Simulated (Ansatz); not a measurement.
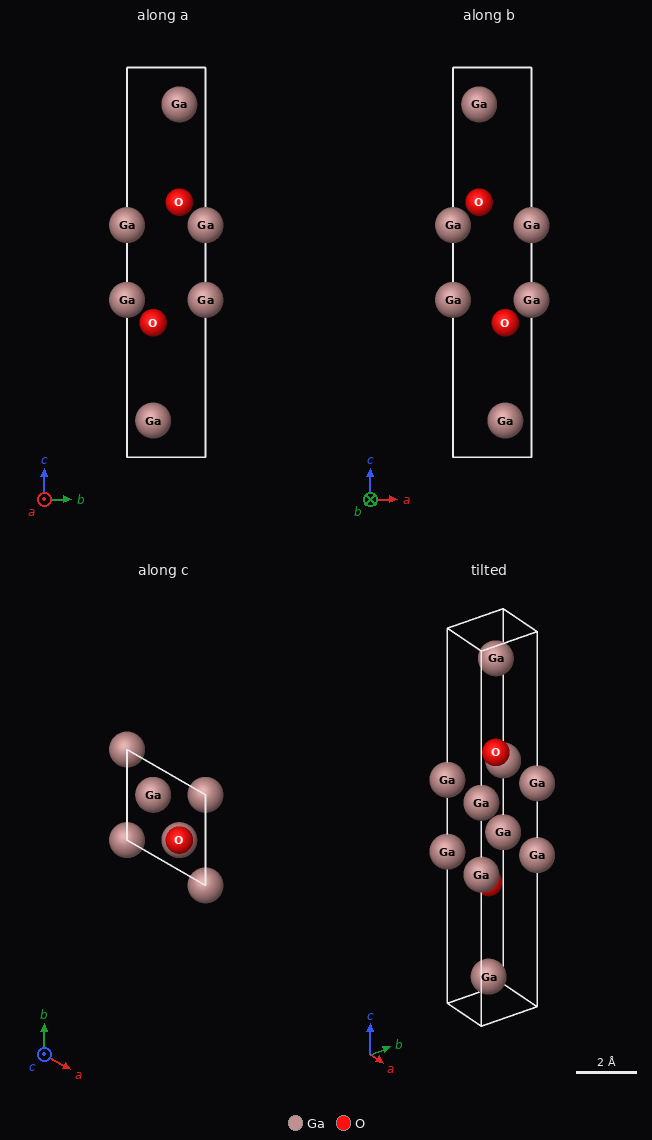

Figure: spheres-only view along the a axis, along the b axis, along the c axis and slightly off an axis. The lines enclose the conventional unit cell; boundary atoms appear with their images.

Lattice parameters: a = 3.0596 Å, b = 3.0596 Å, c = 13.1664 Å, α = 90.000°, β = 90.000°, γ = 120.000°.

Question: Record the structure as a CIF in P1 with every atom of the cell, with free fractional coordinates to two decimals.

Answer:
```cif
data_structure
_symmetry_space_group_name_H-M 'P 1'
_symmetry_Int_Tables_number 1
_cell_length_a 3.0596
_cell_length_b 3.0596
_cell_length_c 13.1664
_cell_angle_alpha 90.000
_cell_angle_beta 90.000
_cell_angle_gamma 120.000
_cell_volume 106.74
loop_
_atom_site_label
_atom_site_type_symbol
_atom_site_fract_x
_atom_site_fract_y
_atom_site_fract_z
_atom_site_occupancy
Ga1 Ga 0.00 0.00 0.40 1
Ga2 Ga 0.00 0.00 0.60 1
Ga3 Ga 0.6667 0.3333 0.09 1
Ga4 Ga 0.3333 0.6667 0.91 1
O1 O 0.6667 0.3333 0.35 1
O2 O 0.3333 0.6667 0.65 1
```

Source of the structure: a structure type filled with these elements by a generator (whether the compound takes this form wasn't checked). The final geometry of a relaxation with DFT PBE, scalar-relativistic, plane waves, PAW (Ansatz) is shown.
